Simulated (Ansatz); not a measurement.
**C2H8FSi2 (charge +1): density, localisation and related maps**

Input

```
crystal:
  periodic: [false, false, false]
  atoms:
    - symbol: C
      position_ang: [0.097564, 1.398963, -1.101040]
    - symbol: C
      position_ang: [-2.000795, 1.024416, 1.324325]
    - symbol: F
      position_ang: [0.938822, 0.841360, 1.218158]
    - symbol: Si
      position_ang: [-0.618638, 0.373753, 0.305169]
    - symbol: Si
      position_ang: [1.653751, 1.812909, -0.144664]
    - symbol: H
      position_ang: [0.285526, 0.817398, -2.017529]
    - symbol: H
      position_ang: [-0.510494, 2.282119, -1.353630]
    - symbol: H
      position_ang: [-0.456783, -1.086590, 0.184032]
    - symbol: H
      position_ang: [-1.926133, 2.113290, 1.467545]
    - symbol: H
      position_ang: [-2.956194, 0.807563, 0.814516]
    - symbol: H
      position_ang: [-2.026743, 0.527499, 2.307685]
    - symbol: H
      position_ang: [2.896014, 1.091947, -0.471937]
    - symbol: H
      position_ang: [1.790501, 3.163025, 0.429475]
basis:
  gaussian: {orbitals: def2-SVPD}
total_charge: 1
magnetization: {spin_polarized: false, initial_magnetization: 0}
hamiltonian: {xc: pbe0}
output: {forces: true, orbitals: {seedname: orbitals}}
```

Run with:

```sh
ansatz run input.yaml --threads 2 --pin off --max-ram 4350MiB --events-out events.jsonl --progress --plain --runs-dir runs
```

Geometry: B3LYP-D3(BJ)/def2-SVP.

Theory: isolated molecule in a Gaussian basis; Kohn-Sham density functional theory, functional PBE0 (Ansatz 0.2.0).

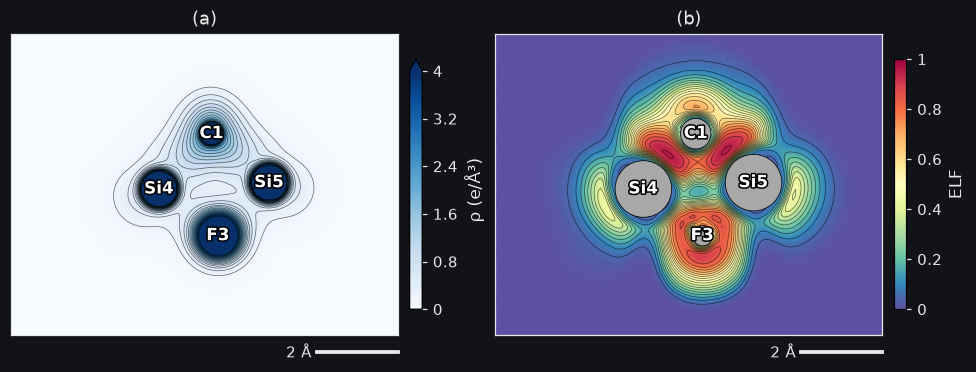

Figure 1. (a) electron density; (b) ELF on the plane of atoms C1, Si5 and F3. Grey discs cover the atomic cores in the ELF map.

**What do the fields say about this system?**

The plane passes through C, F and Si nuclei.
Si–F (1.82 Å): ρ is about 0.62 e/Å³ halfway; the ELF peaks at about 0.85 in the valence shell of F, 0.6 Å from its nucleus, and is about 0.45 at the midpoint.
Si–F (1.86 Å): the density is about 0.56 e/Å³ at the midpoint; the ELF peaks at about 0.85 in the valence shell of F, 0.6 Å from its nucleus, and is about 0.45 at the midpoint.
C–Si (1.88 Å): ρ at the midpoint is about 0.95 e/Å³; the ELF peaks at about 0.95 between the atoms: a covalent bond.
The ELF also peaks beside F3, away from the bonds: lone-pair regions.

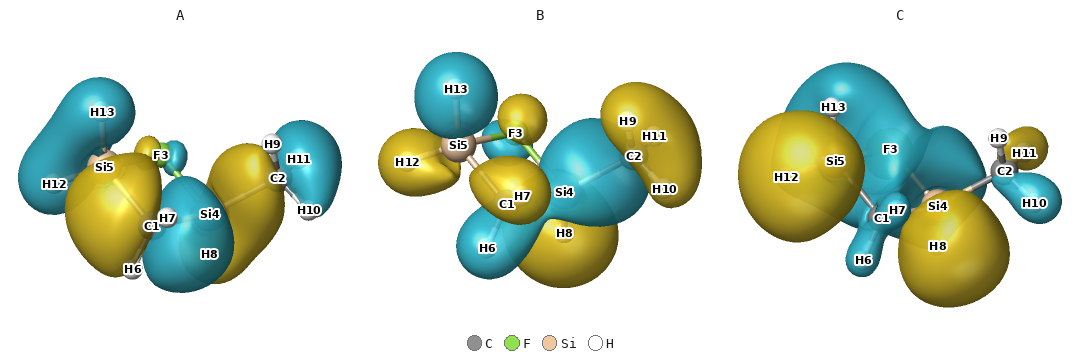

Figure 2. Three frontier orbitals at ±0.06 Å⁻³ᐟ² (yellow and cyan are the two phases), in no order.

**Which picture is the HOMO−1, the HOMO and the LUMO?**

B is the HOMO−1 (−14.46 eV). Its weight (Hirshfeld) is mainly on Si4 (about 25 %), C2 (about 25 %) and H8 (about 20 %). A is the HOMO (−13.99 eV). Its weight (Hirshfeld) is mainly on C1 (about 35 %), Si4 (about 20 %), Si5 (about 15 %) and C2 (about 10 %). C is the LUMO (−6.26 eV). It lies mainly on Si5 (about 40 %), Si4 (about 30 %), F3 (about 5 %) and C1 (about 5 %).

**What is the HOMO–LUMO gap?**

7.73 eV between the orbital energies.
